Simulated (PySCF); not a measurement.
# Two runs on CH3F3OSi

System: CH3F3OSi, SMILES O[SiH2]C(F)(F)F.
Method of the first run: GIAO PBE0/pcSseg-2 NMR shielding, non-relativistic, gas phase (PySCF 2.14.0).

The geometry comes from this level: PBE0-D3(BJ)/def2-SVP. Text and figures count atoms from 1; the logs count them from 0 in places.

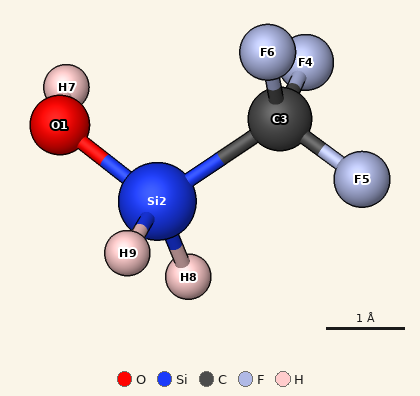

Fig. 1: The input geometry (ball-and-stick view, seen at a tilt; atoms are numbered from 1 in the order of the input).

**Input, the first run**
```
{"job": {"kind": "nmr", "xc": "PBE0", "basis": "pcSseg-2", "pop": false}, "charge": 0, "multiplicity": 1}
O     -1.616987     0.876892     0.466321
Si    -0.754240    -0.325540    -0.276270
C      1.119317    -0.156233     0.157620
F      1.585192     1.056180    -0.199725
F      1.854633    -1.071253    -0.493977
F      1.366742    -0.302231     1.465215
H     -1.441537     1.785044     0.201893
H     -0.820895    -0.262426    -1.764145
H     -1.234410    -1.619276     0.262894
```

The first line tells a small driver script what to run in PySCF; the rest is the geometry in Å.

Launched with:
```bash
OMP_NUM_THREADS=1 python <driver script> task.json out
```

Hardware: 1 CPU thread, shared host.

**Output (the first run)**
```
coarse grid: 8920 points
cycle   1  E = -703.6773379675  dE =  7.995e-01  |g| = 1.088e+00  |ddm| = 2.116e+00
cycle   2  E = -703.3370655976  dE =  3.403e-01  |g| = 1.788e+00  |ddm| = 1.331e+00
cycle   3  E = -703.8686429173  dE = -5.316e-01  |g| = 1.068e-01  |ddm| = 9.650e-01
cycle   4  E = -703.8697948624  dE = -1.152e-03  |g| = 7.969e-02  |ddm| = 9.247e-02
cycle   5  E = -703.8707669640  dE = -9.721e-04  |g| = 8.875e-03  |ddm| = 3.515e-02
cycle   6  E = -703.8707791551  dE = -1.219e-05  |g| = 1.882e-03  |ddm| = 5.390e-03
cycle   7  E = -703.8707795706  dE = -4.155e-07  |g| = 1.057e-03  |ddm| = 1.270e-03
final grid: 85272 points
cycle   8  E = -703.8689002812  dE = -8.319e-05  |g| = 5.768e-03  |ddm| = 2.531e-02
cycle   9  E = -703.8688940640  dE =  6.217e-06  |g| = 8.460e-03  |ddm| = 6.453e-03
cycle  10  E = -703.8689058321  dE = -1.177e-05  |g| = 4.903e-04  |ddm| = 3.744e-03
cycle  11  E = -703.8689058538  dE = -2.171e-08  |g| = 3.291e-04  |ddm| = 4.191e-04
cycle  12  E = -703.8689058731  dE = -1.930e-08  |g| = 7.740e-05  |ddm| = 1.912e-04
cycle  13  E = -703.8689058739  dE = -7.719e-10  |g| = 2.300e-05  |ddm| = 4.244e-05
converged SCF energy = -703.8689058739

GIAO shielding tensors (ppm)
atom      isotropic    diamagn.    paramagn.     s11        s22        s33       span
  0 O      313.014     383.984     -70.970    296.443    304.352    338.249     41.806
  1 Si     372.286     876.344    -504.058    327.900    362.729    426.231     98.331
  2 C       47.484     243.344    -195.860     45.328     47.425     49.700      4.372
  3 F      254.094     469.924    -215.831    153.592    272.409    336.279    182.687
  4 F      257.641     467.661    -210.020    159.590    281.637    331.697    172.108
  5 F      254.367     468.296    -213.929    157.899    271.317    333.884    175.985
  6 H       30.015      31.076      -1.061     21.897     25.317     42.831     20.934
  7 H       26.235      28.711      -2.476     23.169     25.006     30.528      7.359
  8 H       26.408      28.351      -1.942     23.522     25.041     30.662      7.140
```

The input of the second run differs as follows (lines with − go, lines with + come):
```diff
-"xc": "PBE0"
+"xc": "B97-2"
```

What does this change do to the results?

The total energies belong to different methods, so their difference says nothing on which is more stable or more accurate. The HOMO goes from −9.17 to −8.90 eV. Of all shieldings, the largest change is that of Si2, by +8.3 ppm. The functional changes from PBE0 to B97-2. The SCF takes 14 iterations against 13.

**Output (the second run)**
```
coarse grid: 8920 points
cycle   1  E = -704.0729431469  dE =  8.024e-01  |g| = 1.144e+00  |ddm| = 2.119e+00
cycle   2  E = -703.6613230980  dE =  4.116e-01  |g| = 1.926e+00  |ddm| = 1.437e+00
cycle   3  E = -704.2821384226  dE = -6.208e-01  |g| = 1.185e-01  |ddm| = 1.072e+00
cycle   4  E = -704.2836413825  dE = -1.503e-03  |g| = 8.907e-02  |ddm| = 1.085e-01
cycle   5  E = -704.2848516225  dE = -1.210e-03  |g| = 9.911e-03  |ddm| = 3.919e-02
cycle   6  E = -704.2848688853  dE = -1.726e-05  |g| = 2.724e-03  |ddm| = 7.214e-03
cycle   7  E = -704.2848699307  dE = -1.045e-06  |g| = 1.165e-03  |ddm| = 1.787e-03
final grid: 85272 points
cycle   8  E = -704.2786027122  dE = -9.174e-05  |g| = 9.780e-03  |ddm| = 3.120e-02
cycle   9  E = -704.2785936818  dE =  9.030e-06  |g| = 1.233e-02  |ddm| = 7.536e-03
cycle  10  E = -704.2786138302  dE = -2.015e-05  |g| = 1.144e-03  |ddm| = 4.507e-03
cycle  11  E = -704.2786140222  dE = -1.920e-07  |g| = 2.884e-04  |ddm| = 6.593e-04
cycle  12  E = -704.2786140374  dE = -1.526e-08  |g| = 6.474e-05  |ddm| = 1.973e-04
cycle  13  E = -704.2786140378  dE = -3.795e-10  |g| = 3.256e-05  |ddm| = 3.494e-05
cycle  14  E = -704.2786140380  dE = -1.587e-10  |g| = 2.477e-06  |ddm| = 1.421e-05
converged SCF energy = -704.2786140380

GIAO shielding tensors (ppm)
atom      isotropic    diamagn.    paramagn.     s11        s22        s33       span
  0 O      312.463     384.243     -71.780    296.507    304.153    336.730     40.224
  1 Si     380.619     876.628    -496.009    337.899    371.817    432.139     94.240
  2 C       48.252     243.551    -195.299     46.143     48.261     50.351      4.208
  3 F      256.639     470.456    -213.817    157.574    273.910    338.434    180.860
  4 F      260.053     468.165    -208.112    163.250    282.860    334.048    170.798
  5 F      256.793     468.823    -212.031    161.624    272.792    335.963    174.339
  6 H       30.148      31.242      -1.094     22.103     25.467     42.875     20.772
  7 H       26.449      28.967      -2.518     23.397     25.223     30.728      7.331
  8 H       26.637      28.595      -1.958     23.761     25.270     30.879      7.117
```

**The two runs side by side**

| quantity | the first run | the second run |
| --- | --- | --- |
| outcome | converged | converged |
| total energy (hartree) | −703.868906 | −704.278614 |
| HOMO (eV) | −9.17 | −8.90 |
| LUMO (eV) | −0.48 | −0.44 |
| dipole moment (D) | 1.99 | 1.97 |
| shielding of O1 (ppm) | 313.0 | 312.5 |
| shielding of Si2 (ppm) | 372.3 | 380.6 |
| shielding of C3 (ppm) | 47.5 | 48.3 |
| shielding of F4 (ppm) | 254.1 | 256.6 |
| shielding of F5 (ppm) | 257.6 | 260.1 |
| shielding of F6 (ppm) | 254.4 | 256.8 |
| shielding of H9 (ppm) | 26.4 | 26.6 |
| SCF iterations | 13 | 14 |
| basis functions | 265 | 265 |
| wall time (shared host) | 55 s | 54 s |
